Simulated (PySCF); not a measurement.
CH9ClSi2, SMILES `[SiH3][SiH3].CCl`.

Method: TPSS/6-311+G**; geometry: GFN2-xTB; program: PySCF. GFN2-xTB bond lengths at metals and heavier atoms can be off by up to 0.1 Å and shapes distorted, which carries into these values.

Input

```python
import numpy as np
from pyscf import gto, scf, dft
from pyscf.scf import atom_ks, atom_hf
from scipy.linalg import block_diag
from pyscf.dispersion import dftd3

def solve(mol, dm0=None, hcore=None):
    mf = (dft.UKS if mol.spin else dft.RKS)(mol, xc='tpss')
    mf.grids.level = 3
    mf = mf.density_fit(auxbasis='def2-universal-jkfit')
    mf.conv_tol, mf.max_cycle = 1e-8, 80
    if hcore is not None:
        mf.get_hcore = lambda *args: hcore
    mf.kernel(dm0)
    if not mf.converged:
        mf = mf.newton().run(mf.mo_coeff, mf.mo_occ, max_cycle=30)
    assert mf.converged, 'SCF not converged'
    return mf

mol = gto.M(atom='''
Si    -1.22920     1.28465     0.01111
Si    -1.93766    -0.90690    -0.01437
H     -2.33742     2.24545     0.00910
H     -0.42649     1.62111     1.19404
H     -0.39801     1.64386    -1.14402
H     -3.40122    -1.00451     0.03869
H     -1.43226    -1.67703     1.12405
H     -1.52238    -1.61478    -1.22770
C      2.72327     0.66374    -0.03293
Cl     1.69142    -0.78269     0.02247
H      2.13952     1.50852     0.31893
H      3.03812     0.81843    -1.06014
H      3.58247     0.49380     0.60834
''', basis='6-311+g**', charge=0, spin=0, verbose=4)
mol_a = gto.M(atom='''
Si    -1.22920     1.28465     0.01111
Si    -1.93766    -0.90690    -0.01437
H     -2.33742     2.24545     0.00910
H     -0.42649     1.62111     1.19404
H     -0.39801     1.64386    -1.14402
H     -3.40122    -1.00451     0.03869
H     -1.43226    -1.67703     1.12405
H     -1.52238    -1.61478    -1.22770
ghost-C      2.72327     0.66374    -0.03293
ghost-Cl     1.69142    -0.78269     0.02247
ghost-H      2.13952     1.50852     0.31893
ghost-H      3.03812     0.81843    -1.06014
ghost-H      3.58247     0.49380     0.60834
''', basis='6-311+g**', charge=0, spin=0, verbose=4)
mol_b = gto.M(atom='''
ghost-Si    -1.22920     1.28465     0.01111
ghost-Si    -1.93766    -0.90690    -0.01437
ghost-H     -2.33742     2.24545     0.00910
ghost-H     -0.42649     1.62111     1.19404
ghost-H     -0.39801     1.64386    -1.14402
ghost-H     -3.40122    -1.00451     0.03869
ghost-H     -1.43226    -1.67703     1.12405
ghost-H     -1.52238    -1.61478    -1.22770
C      2.72327     0.66374    -0.03293
Cl     1.69142    -0.78269     0.02247
H      2.13952     1.50852     0.31893
H      3.03812     0.81843    -1.06014
H      3.58247     0.49380     0.60834
''', basis='6-311+g**', charge=0, spin=0, verbose=4)
ab, a, b = solve(mol), solve(mol_a), solve(mol_b)
e_int = ab.e_tot - a.e_tot - b.e_tot
print('counterpoise-corrected interaction energy / kcal/mol', e_int * 627.5095)
def disp(atoms, charge):
    m = gto.M(atom=atoms, charge=charge, basis='sto-3g', spin=None, unit='Bohr', verbose=0)
    return dftd3.DFTD3Dispersion(m, xc='tpss', version='d3bj').get_dispersion()['energy']
e_disp = disp(mol._atom, mol.charge) - disp(mol._atom[:8], mol_a.charge) - disp(mol._atom[8:], mol_b.charge)
print('D3(BJ) part / kcal/mol', e_disp * 627.5095)
# spherically averaged free atoms, for the promolecule
atm = atom_ks.get_atm_nrks(mol, xc='tpss')
pro = block_diag(*[(atm[a[0]][2] * atm[a[0]][3]) @ atm[a[0]][2].T for a in mol._atom])
np.savez('result.npz', e_int=e_int, e_disp=e_disp, dm_a=a.make_rdm1(), dm_b=b.make_rdm1(), c=ab.mo_coeff, occ=ab.mo_occ, eps=ab.mo_energy, pro=pro, d=[f.dip_moment(verbose=0) for f in (ab, a, b)])
```

Launched as:

```sh
OMP_NUM_THREADS=1 python input.py
```

The run took 2.2 min on 1 thread of Intel(R) Xeon(R) Platinum 8259CL CPU @ 2.50GHz (Skylake/Cascade Lake), with other jobs on the host, peak memory 0.68 GiB.

Partitions, critical points and surface values were worked out afterwards from this run's density.

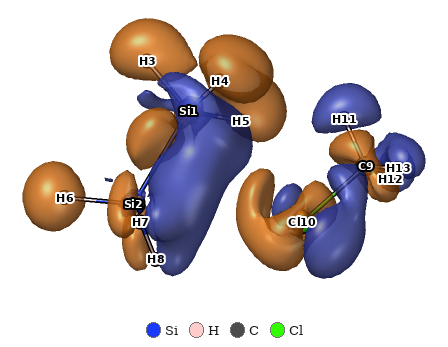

Density of the complex less the densities of the two fragments at the same geometry, ±0.001 e/Å³ (orange: gain, blue: loss). Fragment A: Si2H6 (atoms 1–8); fragment B: H3CCl.

### Which way does charge flow?

Hirshfeld charges show 0.011 e passing from B to A. 0.05 e is displaced in all, which induces a dipole of 0.40 D.

### What is the interaction energy, and which contacts carry it?

The counterpoise-corrected interaction energy of the frozen fragments is −0.1 kcal/mol without dispersion correction and −2.8 kcal/mol with D3(BJ). The pair geometry is semi-empirical, not a minimum at this level. Contacts: H4···H11, H···H contact, 2.71 Å, ρ = 0.004 a.u.; Si1···Cl10, 3.58 Å, ρ = 0.007 a.u., a bond path close to vanishing (ellipticity 2.0). The pose is a local one from a semi-empirical search, not shown to be the most stable.
